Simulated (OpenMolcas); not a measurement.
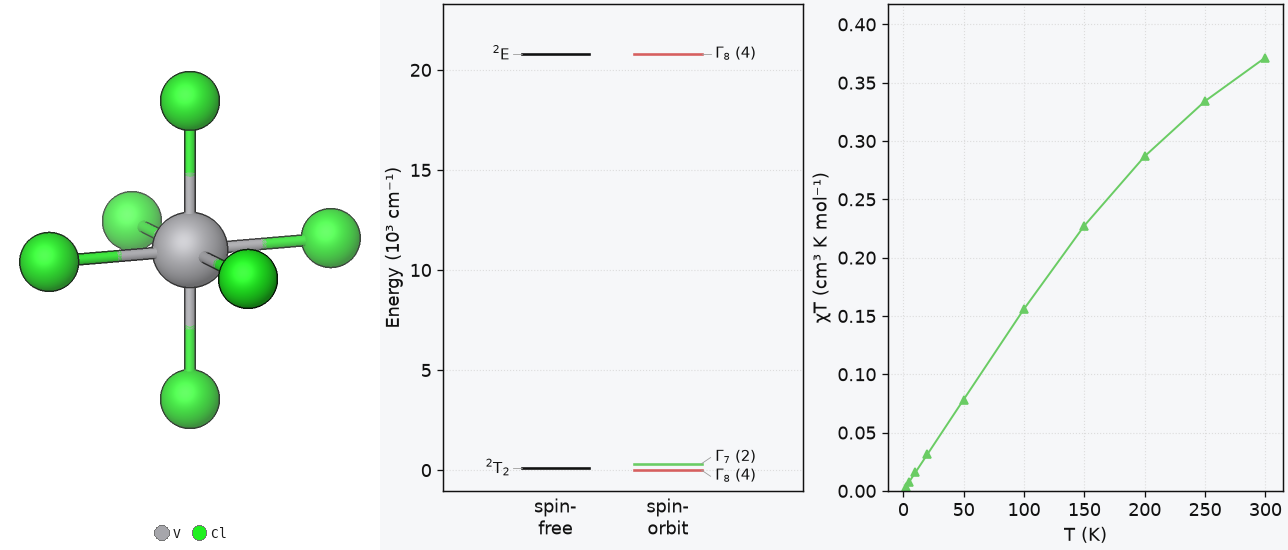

V⁴⁺ (3d) as a dopant in Cs₂ZrCl₆, a cluster with its 6 nearest Cl⁻ at 2.446 Å (octahedron) embedded in model potentials and point charges; the geometry was set, not optimised, and its levels and susceptibility. Labels give the representation in O, Td, D4 or D3 as the site allows (double group for half-integer spin) where it could be assigned and, in brackets, the degeneracy; spin-free states, where drawn, share the zero of the spin-orbit levels. Level of the calculation: state-averaged SS-CASPT2, IPEA shift 0.25, imaginary shift 0.1 hartree, closed shells 3s 3p correlated, active space 1 electron in the shell 3d, basis ANO-RCC-VTZP on the metal and ANO-RCC-VDZP on the ligands, DKH2 scalar Hamiltonian, spin-orbit coupling by RASSI with atomic mean-field integrals (OpenMolcas). Powder susceptibility by Van Vleck's formula.

Give the ground level, the first gap and the ligand-field bands.

Answer. The ground level is Γ₈, 4-fold degenerate, 100 % from states of spin multiplicity 2. The next level lies at 327 cm⁻¹ (Γ₇). The lowest spin-free state is ²T₂; of the same spin there follows at 20,700 cm⁻¹ (²E) above it. A ligand-field fit to the spin-free states gives |10Dq| = 20,700 cm⁻¹. χT is close to 0 cm³ K mol⁻¹ at 2 K and 0.372 at 300 K, an effective moment of 1.72 μB.

Caveat: covalent bonds, ligand orbitals missing from the active space; the geometry is set by hand, with no relaxation and no charge compensation.
